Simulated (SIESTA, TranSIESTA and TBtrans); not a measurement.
Device: Ta chain with one S atom inserted. Leads: straight Ta chain, spacing 2.35 Å. Geometry: 3 atoms about the centre moved by SIESTA (PBE, DZP) to a largest force of 0.02 eV/Å, all others as built, motion along the axis alone.

Computed with TranSIESTA and TBtrans, PBE, DZP numerical orbitals (energy shift 0.15 eV), PseudoDojo norm-conserving scalar-relativistic potentials, mesh cutoff 200 Ry, 300 K, spin-polarised (collinear), no spin-orbit coupling; self-consistent non-equilibrium Green functions.

Energies count from the leads' Fermi level. Transmissions are for each spin. The energy step is 0.01 eV; narrower resonances are cut or missed.

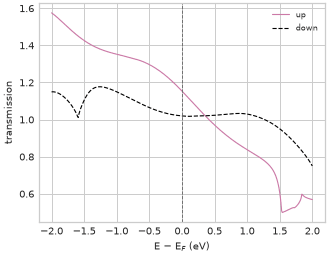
*Transmission against energy*

| E (eV) | T up | T down | lead channels up | down |
|---|---|---|---|---|
| -2.00 | 1.58 | 1.15 | 4 | 3 |
| -1.80 | 1.51 | 1.12 | 4 | 3 |
| -1.60 | 1.45 | 1.02 | 4 | 3 |
| -1.40 | 1.40 | 1.16 | 4 | 4 |
| -1.20 | 1.37 | 1.17 | 4 | 4 |
| -1.00 | 1.35 | 1.15 | 4 | 4 |
| -0.80 | 1.33 | 1.12 | 4 | 4 |
| -0.60 | 1.31 | 1.08 | 6 | 4 |
| -0.40 | 1.28 | 1.05 | 6 | 4 |
| -0.20 | 1.22 | 1.03 | 6 | 4 |
| 0.00 | 1.15 | 1.02 | 6 | 4 |
| 0.20 | 1.08 | 1.02 | 6 | 6 |
| 0.40 | 1.00 | 1.02 | 6 | 6 |
| 0.60 | 0.94 | 1.03 | 6 | 6 |
| 0.80 | 0.88 | 1.03 | 6 | 6 |
| 1.00 | 0.84 | 1.03 | 6 | 6 |
| 1.20 | 0.79 | 1.01 | 6 | 6 |
| 1.40 | 0.73 | 0.97 | 6 | 6 |
| 1.60 | 0.51 | 0.92 | 4 | 6 |
| 1.80 | 0.55 | 0.85 | 2 | 6 |
| 2.00 | 0.57 | 0.75 | 1 | 6 |

The magnetic order of the leads was set by the start, and no other order was tried; the separate lead runs end at 1.06 (left) and 1.06 (right) μB an atom. The straight chain is held at its spacing; free chains may zigzag or dimerise. Spin-orbit coupling, left out here, matters for the heavy atoms.
